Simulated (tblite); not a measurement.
## Molecular dynamics, with input and output: C2H6OSeSi

The run: molecular dynamics of C2H6OSeSi, SMILES CC(=O)[SiH2][SeH]. Method and program: GFN2-xTB Langevin dynamics, gas phase (tblite 0.8.0).

It belongs to a series of runs on one base structure; here: H on Si replaced by COCH3.

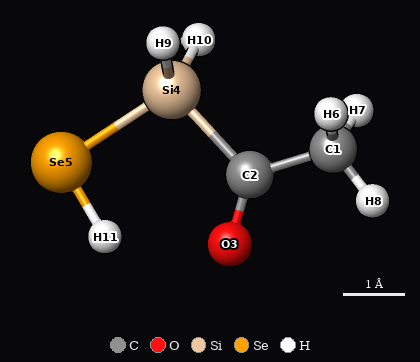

**Figure 1.** The starting structure (ball-and-stick view, seen at a tilt; atoms are numbered from 1 in the order of the input).

Input file
```
{"job": {"kind": "md", "xc": "GFN2-xTB", "basis": "xTB", "temperature": 300, "steps": 2000, "every": 50}, "charge": 0, "multiplicity": 1}
C     -1.604224     0.161837    -0.584525
C     -0.138320    -0.129974    -0.529728
O      0.449366    -0.722405    -1.404513
Si     0.824096     0.493970     1.029744
Se     2.906730    -0.212422     0.563742
H     -1.748650     1.239273    -0.538114
H     -2.086428    -0.273308     0.288208
H     -2.052880    -0.233814    -1.493304
H      0.722491     1.949433     1.106413
H      0.260428    -0.135289     2.221736
H      2.472816    -0.779838    -0.685621
```

The first line tells a small driver script what to run in tblite; the rest is the geometry in Å.

Run as:
```bash
OMP_NUM_THREADS=1 python <driver script> task.json out
```

Output
```
t/fs     T/K      E/eV
    0.0   263.2   -443.82045
   25.0   181.3   -443.54634
   50.0   228.7   -443.57881
   75.0   240.3   -443.59433
  100.0   209.9   -443.53359
  125.0   231.1   -443.55728
  150.0   265.3   -443.47237
  175.0   215.1   -443.49312
  200.0   166.0   -443.42873
  225.0   270.5   -443.57262
  250.0   193.8   -443.45077
  275.0   153.6   -443.38334
  300.0   256.5   -443.35733
  325.0   290.5   -443.39516
  350.0   299.3   -443.37075
  375.0   307.9   -443.32241
  400.0   288.1   -443.39047
  425.0   289.8   -443.44473
  450.0   278.4   -443.43355
  475.0   337.5   -443.28223
  500.0   234.4   -443.29028
  525.0   366.2   -443.30419
  550.0   398.9   -443.35545
  575.0   450.1   -443.43503
  600.0   369.7   -443.40180
  625.0   341.0   -443.30512
  650.0   324.0   -443.27676
  675.0   298.6   -443.42711
  700.0   321.4   -443.44315
  725.0   207.3   -443.36622
  750.0   409.8   -443.43559
  775.0   460.7   -443.46942
  800.0   287.0   -443.20720
  825.0   288.5   -443.18267
  850.0   343.2   -443.17656
  875.0   357.5   -443.15448
  900.0   245.2   -443.18339
  925.0   380.6   -443.39907
  950.0   419.0   -443.30672
  975.0   426.2   -443.20706
 1000.0   339.0   -443.26039
```

Trajectory as extended XYZ (Å, eV, eV/Å), 19 of the 41 frames kept, from step=0 to step=40
```
11
Properties=species:S:1:pos:R:3:forces:R:3 step=0 time_fs=0.0 energy=-443.82045 temperature=263.2
C    -1.6042    0.1618   -0.5845    0.0047   0.0023  -0.0017
C    -0.1383   -0.1300   -0.5297    0.0054   0.0018  -0.0074
O     0.4494   -0.7224   -1.4045   -0.0026  -0.0002   0.0073
Si    0.8241    0.4940    1.0297    0.0002  -0.0016   0.0021
Se    2.9067   -0.2124    0.5637    0.0028  -0.0030  -0.0031
H    -1.7486    1.2393   -0.5381   -0.0071  -0.0003  -0.0015
H    -2.0864   -0.2733    0.2882    0.0026  -0.0011  -0.0011
H    -2.0529   -0.2338   -1.4933   -0.0039   0.0014   0.0006
H     0.7225    1.9494    1.1064   -0.0031   0.0001  -0.0005
H     0.2604   -0.1353    2.2217    0.0021  -0.0002   0.0015
H     2.4728   -0.7798   -0.6856   -0.0013   0.0007   0.0037
11
Properties=species:S:1:pos:R:3:forces:R:3 step=2 time_fs=50.0 energy=-443.57881 temperature=228.7
C    -1.7212   -0.1441   -0.4401    0.3784  -1.3938   0.8027
C    -0.1708   -0.1308   -0.4474   -1.6242  -0.4031  -0.6660
O     0.4257   -0.6122   -1.3814    0.0647   0.2180   0.1895
Si    0.7850    0.5084    1.0967    0.6223   0.0042   0.0526
Se    2.8760   -0.1877    0.5425   -0.0929  -0.1178  -0.6513
H    -2.1628    0.7869   -0.1236    0.0977   0.1953   0.0483
H    -2.0036   -0.9401    0.3054    0.3509   0.8311  -0.2464
H    -2.2040   -0.5256   -1.3476    0.5816   0.4814  -0.1485
H     0.8327    1.9776    1.0995   -0.2719  -0.1765   0.1239
H     0.4785   -0.1923    2.3528   -0.2085   0.2426  -0.2340
H     2.5334   -0.4866   -0.8722    0.1017   0.1187   0.7292
11
Properties=species:S:1:pos:R:3:forces:R:3 step=4 time_fs=100.0 energy=-443.53359 temperature=209.9
C    -1.6499   -0.5800   -0.1150   -2.1236   0.5229  -1.1655
C    -0.2561   -0.3405   -0.4175    1.3003   0.3309   0.9732
O     0.2949   -0.5263   -1.4684    0.0807  -0.2470  -0.4079
Si    0.7621    0.4666    1.0704    0.1691  -0.7261  -0.4386
Se    2.8336   -0.1753    0.5075    0.2789  -0.1923  -0.3255
H    -2.0401    0.4140    0.1841   -0.1380  -0.4470  -0.3266
H    -1.8881   -1.2247    0.6891    0.3977  -0.6201   1.0021
H    -2.2218   -1.0060   -0.9769    0.3934   0.6024   0.3331
H     0.6772    1.8949    0.9592   -0.2011   0.4749   0.1509
H     0.5396   -0.2126    2.3347   -0.3599   0.1626   0.1718
H     2.3271   -0.8577   -0.6598    0.2025   0.1389   0.0331
11
Properties=species:S:1:pos:R:3:forces:R:3 step=7 time_fs=175.0 energy=-443.49312 temperature=215.1
C    -1.7104   -1.0764    0.0830   -0.3829   1.9077   0.2484
C    -0.3725   -0.5284   -0.4032   -0.5515  -1.1797  -0.5870
O    -0.0393   -0.7336   -1.5551    0.1479   0.4472   0.7344
Si    0.7242    0.3745    0.9020    0.3594   0.2120  -0.1945
Se    2.9570   -0.1977    0.5205   -0.6135   0.1919   0.1481
H    -2.3953   -0.2155   -0.0138    0.1469   0.1371  -0.1762
H    -1.7979   -1.2661    1.1452    0.4935  -0.5657   0.0112
H    -2.1627   -1.8051   -0.5536    0.2493  -0.7556  -0.2082
H     0.5187    1.8432    0.8135    0.0994  -0.4112   0.0048
H     0.3166   -0.1661    2.1975    0.1581   0.0509   0.0219
H     2.9306   -0.0219   -0.9022   -0.1067  -0.0347  -0.0029
11
Properties=species:S:1:pos:R:3:forces:R:3 step=9 time_fs=225.0 energy=-443.57262 temperature=270.5
C    -1.6825   -1.2326    0.0517   -0.2494  -0.5575   0.2881
C    -0.3841   -0.6888   -0.4659   -0.0903   0.4812   0.4014
O    -0.0747   -0.6531   -1.6298   -0.0406  -0.2516  -0.0707
Si    0.7665    0.2685    0.7859    0.0690  -0.4127   0.0457
Se    2.9947   -0.2027    0.6111   -0.0153  -0.1831   0.2083
H    -2.3783   -0.4673    0.3755    0.2687   0.5230   0.0487
H    -1.5218   -1.8647    0.9320    0.1837   0.0883  -0.1904
H    -2.2350   -1.8013   -0.6874    0.1803  -0.2116  -0.3306
H     0.7545    1.6082    0.2562   -0.2664   0.4973   0.0446
H     0.4172    0.0284    2.1917   -0.0249   0.0990  -0.2030
H     2.9376   -0.6749   -0.7253   -0.0147  -0.0724  -0.2420
11
Properties=species:S:1:pos:R:3:forces:R:3 step=11 time_fs=275.0 energy=-443.38334 temperature=153.6
C    -1.4692   -1.5234    0.0141   -0.0858  -0.0554  -1.2093
C    -0.3582   -0.6712   -0.5340    1.0410   0.0542   0.7429
O    -0.0570   -0.5911   -1.6957   -0.2529  -0.0363  -0.1267
Si    0.8211    0.3222    0.7926   -1.0244  -0.3552  -0.6388
Se    2.9856   -0.2606    0.6656    0.6747   0.7939   0.8405
H    -2.2213   -0.8518    0.3356   -0.9032   0.8583   0.2472
H    -1.2139   -2.0692    0.8827    0.6851  -0.5765   0.7183
H    -1.9264   -2.1987   -0.7292    0.4122   0.2991   0.1152
H     0.7423    1.7695    0.5381   -0.0918  -0.3073   0.1558
H     0.5158   -0.3068    2.0657   -0.3508   0.2637   0.3353
H     2.8591   -1.1404   -0.3656   -0.1039  -0.9385  -1.1803
11
Properties=species:S:1:pos:R:3:forces:R:3 step=13 time_fs=325.0 energy=-443.39516 temperature=290.5
C    -1.1170   -1.7260    0.1882    0.8357   0.6694   2.4332
C    -0.1098   -0.7782   -0.4475   -1.1739   0.0099  -0.2935
O    -0.0399   -0.6073   -1.6482    0.3133  -0.2112   0.8097
Si    0.7747    0.4475    0.7898    1.0801  -1.6017  -0.1185
Se    3.0149   -0.4059    0.7268   -0.7363   0.5441   0.6558
H    -1.8219   -1.0733    0.7561    0.3660  -0.2839  -0.4557
H    -0.6592   -2.3646    1.0002   -0.0631   0.6948  -0.8485
H    -1.6795   -2.3702   -0.4157   -0.4698  -0.5980  -1.2768
H     0.7711    1.7187    0.1671   -0.0464   0.8895  -0.2339
H     0.4171    0.2137    2.1768   -0.1667   0.1318   0.0547
H     2.8333   -0.7746   -0.6034    0.0611  -0.2448  -0.7265
11
Properties=species:S:1:pos:R:3:forces:R:3 step=16 time_fs=400.0 energy=-443.39047 temperature=288.1
C    -0.7787   -1.8930    0.3086   -0.0902  -0.0968   0.5497
C    -0.0044   -0.8480   -0.3636    0.2328   1.9131   0.6319
O     0.1156   -0.5920   -1.5331   -0.1033  -0.5428  -0.3387
Si    0.9587    0.4214    0.8378   -0.4218  -1.0172  -1.0638
Se    2.9843   -0.5615    0.8386    0.3753  -0.0216  -0.2764
H    -1.6340   -1.4918    0.8547   -0.0361   0.2276  -0.3391
H    -0.1014   -2.1881    1.0926    0.1589  -0.8172   0.3336
H    -1.0907   -2.6989   -0.3233   -0.1337  -0.4472  -0.3012
H     0.7616    1.6130    0.0953    0.2175   0.9111  -0.4898
H     0.5356    0.6374    2.1708   -0.2517  -0.1339   0.9652
H     2.9189   -0.8549   -0.5875    0.0524   0.0250   0.3285
11
Properties=species:S:1:pos:R:3:forces:R:3 step=18 time_fs=450.0 energy=-443.43355 temperature=278.4
C    -0.5779   -2.0621    0.3625    0.2425   0.4427  -0.9916
C     0.0035   -0.8006   -0.3366    0.2007  -0.7017   1.3056
O    -0.0008   -0.6351   -1.5251   -0.2670  -0.0959  -0.0665
Si    1.0055    0.4140    0.8100   -0.5642   0.6757   0.4643
Se    3.0409   -0.6889    0.9322   -0.2458   0.6873   0.3379
H    -1.4958   -1.8061    0.8859   -0.0525   0.1573  -0.1712
H     0.0955   -2.4662    1.1380   -0.1126   0.1722  -0.6621
H    -0.8045   -2.7708   -0.4615    0.1421   0.1090   0.8073
H     0.9643    1.7931    0.2626    0.3623  -0.4760  -0.1704
H     0.3716    0.6888    2.1589    0.3886  -0.5759  -0.5337
H     2.5968   -1.7617    0.1301   -0.0941  -0.3948  -0.3196
11
Properties=species:S:1:pos:R:3:forces:R:3 step=20 time_fs=500.0 energy=-443.29028 temperature=234.4
C    -0.4208   -2.1510    0.3450    0.0007   0.2865   0.2034
C     0.1012   -0.8816   -0.3059   -0.2168  -0.9634  -0.1318
O     0.0093   -0.7435   -1.4877   -0.1446   0.5746  -1.5102
Si    1.1524    0.3785    0.6843   -0.0045   1.0761  -0.0529
Se    3.0819   -0.7383    0.9500    0.8923   0.4222  -0.0020
H    -1.3943   -1.9301    0.7559   -0.1251   0.2237   0.5385
H     0.3194   -2.3447    1.0956   -0.0407  -0.5542   0.7900
H    -0.5992   -3.0454   -0.2623    0.4779   0.5336  -0.3903
H     1.6688    1.7037    0.1318   -0.4362  -1.0419   0.0693
H     0.4195    0.7203    1.8906   -0.0475  -0.0854   0.3372
H     2.7252   -2.0233    1.3978   -0.3556  -0.4717   0.1487
11
Properties=species:S:1:pos:R:3:forces:R:3 step=22 time_fs=550.0 energy=-443.35545 temperature=398.9
C    -0.3605   -2.1747    0.5480    1.3810  -0.1450   0.1994
C     0.1588   -1.1026   -0.3837    0.1261   0.9191   0.3419
O    -0.1026   -0.9783   -1.5546   -0.1919  -0.6108   0.0500
Si    1.1644    0.3471    0.4461    0.2653  -1.9528   0.9991
Se    3.2413   -0.6980    1.1003   -0.3466   1.1279  -0.7208
H    -1.1993   -1.7897    1.1163    0.0873   0.0097   0.0577
H     0.4578   -2.5479    1.2273   -0.7660   0.7425  -0.4033
H    -0.6353   -3.0262   -0.0240   -0.6374  -0.6815  -0.5271
H     1.4936    1.4902   -0.2746    0.4950   1.0926  -0.9992
H     0.3073    0.7238    1.5529    0.0008   0.0572   0.4820
H     2.7359   -1.6510    1.9758   -0.4137  -0.5588   0.5203
11
Properties=species:S:1:pos:R:3:forces:R:3 step=24 time_fs=600.0 energy=-443.40180 temperature=369.7
C    -0.1633   -2.1187    0.6230   -1.7957   0.5121  -0.1595
C     0.2152   -1.1270   -0.4311    0.9163   0.2722   1.0936
O    -0.1694   -1.1871   -1.5563   -0.1540   0.2446  -0.7729
Si    1.4490    0.3202    0.2082   -0.4512  -0.3077  -1.8892
Se    3.2204   -0.6053    1.2056    1.3071   0.6349  -0.6551
H    -0.6275   -1.4711    1.3973   -0.0813  -0.6361  -0.2146
H     0.6576   -2.6009    1.0867    0.7804  -0.4864   0.1450
H    -0.8970   -2.8524    0.2005    0.6320   0.5303   0.5681
H     2.0099    0.7728   -1.0993   -0.1715   0.0426   0.6073
H     0.8660    1.3601    1.0239   -0.1943   0.1097   0.1882
H     2.5348   -1.3763    2.0929   -0.7877  -0.9163   1.0891
11
Properties=species:S:1:pos:R:3:forces:R:3 step=27 time_fs=675.0 energy=-443.42711 temperature=298.6
C    -0.3365   -1.5854    0.9869    0.6465   1.0570   0.0904
C     0.1543   -1.0121   -0.3577   -0.6463  -1.0962   0.7142
O    -0.3578   -1.3911   -1.3819    0.2356   0.4141  -0.1521
Si    1.6567    0.1896   -0.3036    0.0285  -0.3600  -1.3018
Se    3.1535   -0.5468    1.1862   -0.5208  -0.0100   1.2689
H    -0.6165   -0.7373    1.6371    0.2018  -0.2235  -0.1864
H     0.5622   -2.0636    1.4615   -1.1785  -0.0455  -0.4023
H    -1.2471   -2.1770    0.8550    0.6688  -0.2973   0.0445
H     2.3788    0.1264   -1.5998   -0.2289   0.0305   0.4138
H     1.0951    1.4917   -0.0853   -0.0812   0.5661   0.2491
H     2.1178   -0.5357    2.3279    0.8745  -0.0351  -0.7383
11
Properties=species:S:1:pos:R:3:forces:R:3 step=29 time_fs=725.0 energy=-443.36622 temperature=207.3
C    -0.4056   -1.2030    1.1208   -0.5550  -1.0284  -0.9729
C     0.0473   -0.9718   -0.2842    0.5152   0.3721  -0.6269
O    -0.5160   -1.4516   -1.2456    0.0047   0.1995   0.4891
Si    1.6912    0.0073   -0.6513   -0.3252   0.6808   0.0842
Se    3.0722   -0.5024    1.1535   -0.7868   0.6485   0.3662
H    -0.1524   -0.5235    1.8775    0.4071   1.4257   0.5325
H     0.1472   -2.1043    1.4015   -0.5787  -0.3654   0.0066
H    -1.4932   -1.3032    1.0574    0.2195  -0.5261   0.4168
H     2.2619   -0.4910   -1.8984    0.0854  -0.0120   0.1780
H     1.3717    1.5013   -0.7810    0.2796  -0.9526   0.2156
H     2.1017    0.1056    2.1694    0.7341  -0.4421  -0.6892
11
Properties=species:S:1:pos:R:3:forces:R:3 step=31 time_fs=775.0 energy=-443.46942 temperature=460.7
C    -0.6489   -0.8327    1.0100    0.8967   0.3114   0.5294
C    -0.1509   -0.9963   -0.4091    0.9153   0.6316   0.5024
O    -0.7814   -1.4476   -1.3177   -0.3786  -0.2445  -0.2913
Si    1.6651   -0.2613   -0.7523   -0.7328   0.7229   0.1459
Se    3.0450   -0.3655    1.0650   -0.5364   0.0260   0.5726
H    -0.0692    0.0220    1.5109   -0.9875  -1.1052  -0.5998
H    -0.3565   -1.7806    1.5296   -0.3986   0.7615  -0.2614
H    -1.7352   -0.6718    1.0634    0.5091  -0.1550   0.0213
H     2.4444   -0.7702   -1.8472    0.0939  -0.3454  -0.2348
H     1.4073    1.1931   -1.0296    0.0411  -0.5027   0.1561
H     1.9982   -0.1775    2.1192    0.5778  -0.1009  -0.5405
11
Properties=species:S:1:pos:R:3:forces:R:3 step=33 time_fs=825.0 energy=-443.18267 temperature=288.5
C    -0.8826   -0.6522    0.8805    0.3154  -1.5247  -1.6104
C    -0.2661   -0.8762   -0.5450   -0.9897  -1.7041  -0.0788
O    -0.7974   -1.4744   -1.4827    0.7491   1.3858   1.9503
Si    1.6041   -0.3736   -0.8202    0.0802  -1.2221   0.0856
Se    3.0701   -0.2624    0.9981   -0.5165  -0.2751   0.1905
H    -0.7089    0.3603    1.0404   -0.4367   1.9126   0.3589
H    -0.2736   -1.1250    1.6191    0.8744  -0.6562   0.2638
H    -1.8805   -1.0422    1.1098    0.0480   0.5184  -0.7772
H     2.1687   -1.2305   -1.9039   -0.2107   0.1261   0.5815
H     1.7296    0.9594   -1.2373   -0.1139   1.4028  -0.4890
H     2.1986   -0.5169    2.1592    0.2005   0.0365  -0.4752
11
Properties=species:S:1:pos:R:3:forces:R:3 step=36 time_fs=900.0 energy=-443.18339 temperature=245.2
C    -1.0394   -0.5434    0.6257   -1.0458   0.6716   2.8159
C    -0.3497   -0.8653   -0.5891    2.5413  -0.9589  -0.4607
O    -0.7576   -1.5681   -1.4734   -0.8435  -0.1547  -0.5863
Si    1.5807   -0.5270   -0.9451   -0.1398  -0.8030   0.8868
Se    3.1853   -0.2196    0.8149   -0.7528  -0.4300  -0.5260
H    -1.2571    0.5617    0.6732   -0.0986  -1.1078  -0.1455
H    -0.4461   -0.7355    1.5713   -0.0769   0.2285  -1.1766
H    -1.9369   -1.1883    0.7713    0.1866   0.8142  -0.3943
H     2.0344   -1.5528   -1.8943   -0.0121  -0.0175   0.3517
H     1.4487    0.6720   -1.6568    0.2199   1.4390  -0.6205
H     3.0297   -1.5589    1.3764    0.0216   0.3185  -0.1444
11
Properties=species:S:1:pos:R:3:forces:R:3 step=38 time_fs=950.0 energy=-443.30672 temperature=419.0
C    -0.9541   -0.2538    0.7178   -0.8502   0.1380   0.0633
C    -0.2640   -1.0297   -0.4000   -1.1238   1.2556  -0.4848
O    -0.9122   -1.5043   -1.3109    0.4866  -0.3435   0.6048
Si    1.5523   -0.5311   -0.8485   -0.3741  -1.0510  -1.2386
Se    3.1260   -0.2888    0.7192    0.5130  -0.3395   0.3184
H    -1.0188    0.8229    0.4148    0.0937  -0.9072   0.0144
H    -0.3782   -0.2788    1.6238    0.3544  -0.0778   0.3914
H    -2.0047   -0.5871    0.9723    1.1287   0.1616  -0.5956
H     2.0276   -1.4973   -1.9006   -0.1524   0.3105   0.6464
H     1.2815    0.6737   -1.6141    0.1167   0.4013   0.1478
H     3.7400   -1.5950    0.4444   -0.1928   0.4519   0.1325
11
Properties=species:S:1:pos:R:3:forces:R:3 step=40 time_fs=1000.0 energy=-443.26039 temperature=339.0
C    -0.8133    0.0264    0.8073    1.2201   0.2055   0.1664
C    -0.4783   -0.9006   -0.3468   -0.3026   0.0569  -0.1916
O    -1.2130   -1.7203   -0.8701    1.3080   1.2482   0.7282
Si    1.4598   -0.4928   -0.8984   -0.8130  -0.3325  -0.3951
Se    3.1153   -0.3207    0.7200   -0.2056   0.0109  -0.0126
H    -0.4891    1.0470    0.5735   -0.0424  -0.0802  -0.3799
H    -0.0348   -0.2660    1.5649   -1.1321   0.0377  -0.0993
H    -1.8309    0.1374    1.1785    0.1417  -0.7385   0.0057
H     1.8119   -1.5970   -1.7646    0.1865  -0.2030  -0.1070
H     1.5586    0.7869   -1.6526   -0.1228  -0.3339   0.4407
H     3.5797   -1.6817    0.8702   -0.2378   0.1288  -0.1555
```

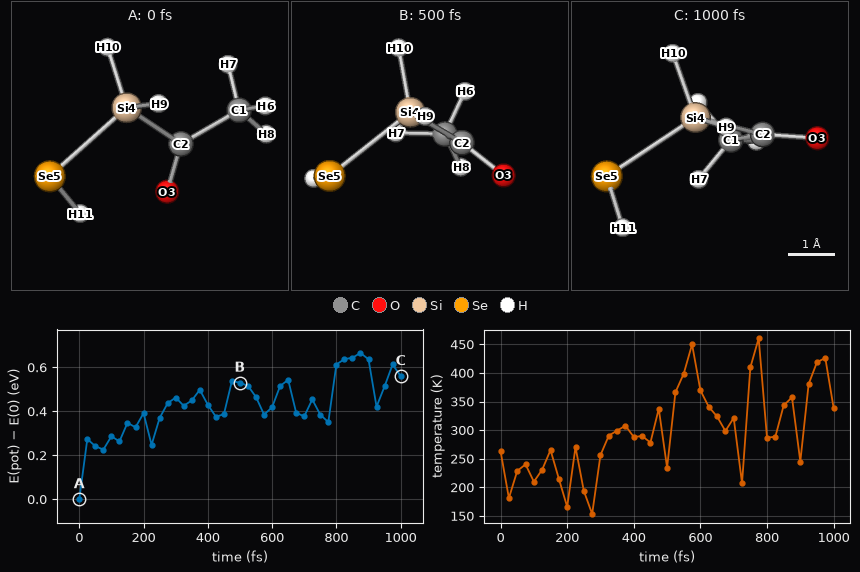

**Figure 2.** Frames of the molecular dynamics (ball-and-stick, seen at a tilt) above the curves, on which the letters mark them. The trajectory kept here has 41 frames over 1000 fs. The temperature starts at 263 K, ranges from 154 to 461 K and averages 346 K over the second half. The potential energy ends 0.560 eV above its first value. After an unweighted best fit of the last frame on the first, the root-mean-square displacement is 1.47 Å, and O3 has moved furthest (2.77 Å).

Key numbers

```tsv
quantity	value
outcome	finished
mean temperature over the second half	346 K
trajectory	41 frames kept, 1000 fs
hardware	1 CPU thread, shared host
wall time	26 s
peak memory	0.18 GiB
```
